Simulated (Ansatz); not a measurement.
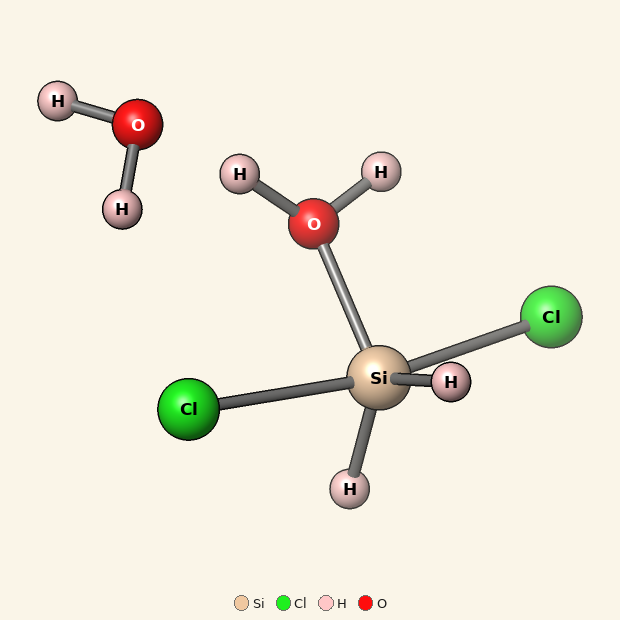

Atoms fade into the background with distance from the viewer. Computed geometry: PBE0-D4/def2-TZVP optimisation.

Which symmetry elements does this geometry have?

Answer. It has no symmetry element but the identity, so the point group is C1. The group has 1 operation. The geometry is chiral, and symmetry allows a dipole moment.
